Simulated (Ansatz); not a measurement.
**C₃H₈O₂Si (SMILES O[SiH2]OC1CC1): density, localisation and related maps**

```xyz
14

O     2.5154    0.9543    1.0738
Si    2.0273    0.1102   -0.2658
O     0.4449    0.4978   -0.5979
C    -0.5757    0.0206    0.2995
C    -1.4473   -1.0909   -0.2185
C    -1.9842    0.3078   -0.1482
H     2.2733    1.8924    1.0632
H     2.8840    0.5103   -1.4036
H     2.1586   -1.3420   -0.0090
H    -0.4042    0.0765    1.3733
H    -1.2295   -1.5009   -1.1977
H    -1.8181   -1.8163    0.4958
H    -2.1231    0.8470   -1.0780
H    -2.7213    0.5332    0.6129
```

Computed with Ansatz 0.2.0, SCF PBE, Gaussian basis.

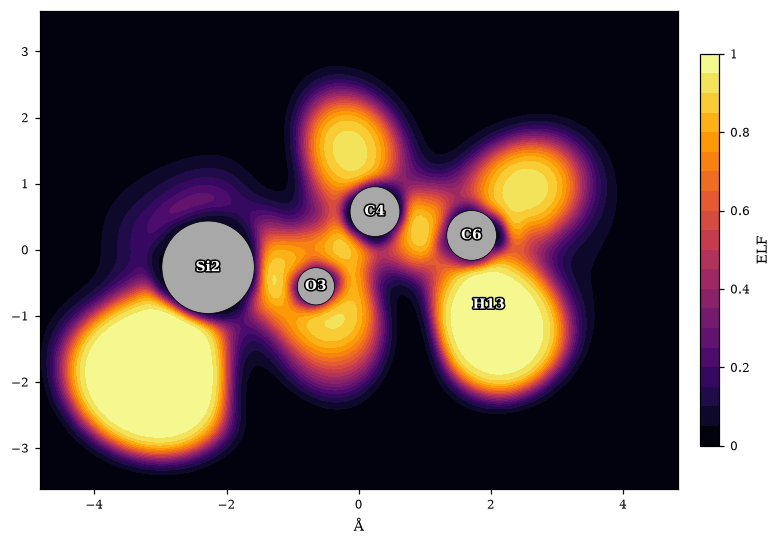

Figure 1. Electron localisation function on the plane of atoms O3, C4 and C6. Grey discs cover the atomic cores.

**Describe what can be read from this map.**

The section cuts through Si, O, C and H sites. C–O (1.44 Å): the ELF peaks at about 0.85 between the atoms; a shared but strongly polarised pair. C–C (1.51 Å): the ELF peaks at about 0.90 between the atoms; a covalent bond. Si–O (1.66 Å): the ELF peaks at about 0.90 between the atoms (a shared but strongly polarised pair). C–H (1.08 Å): the ELF climbs to about 1 towards the hydrogen, as it does in any bond to H (a covalent bond by its length). The ELF also peaks beside O3, away from the bonds: lone-pair regions.

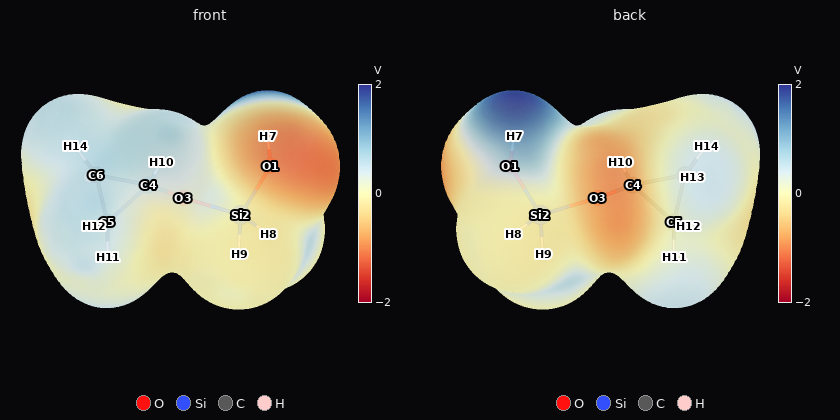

Figure 2. The electrostatic potential painted on the density surface at 0.001 e/bohr³, seen from the front and from behind; red is negative and blue positive.

**Which sites attract a positive test charge, and which a negative one?**

A positive charge is drawn to the negative regions and a negative charge to the positive ones. The most negative region (about −1.1 V) lies over O1, the most positive (about +1.9 V) over H7. O1 is the likeliest acceptor of a hydrogen bond.

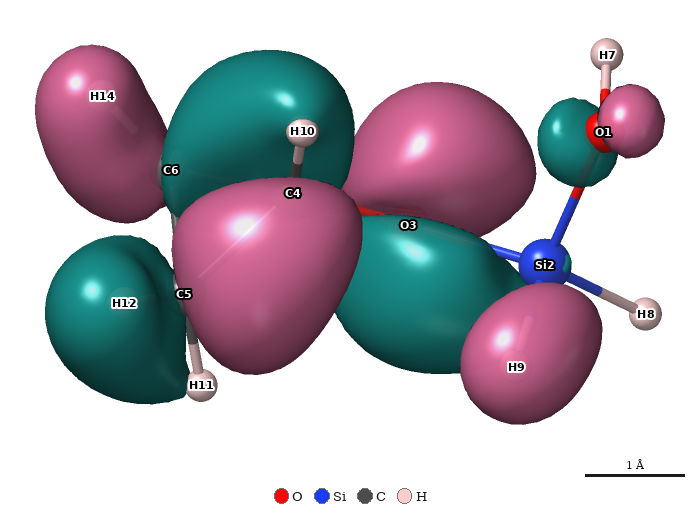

Figure 3. The HOMO at ±0.08 Å⁻³ᐟ² (teal and pink are the two phases), seen across its widest extent.

**Describe this orbital and give its energy.**

By Hirshfeld shares it lies mainly on O3 (about 35 %), C4 (about 20 %), C5 (about 15 %) and C6 (about 10 %). Its energy is −6.28 eV.
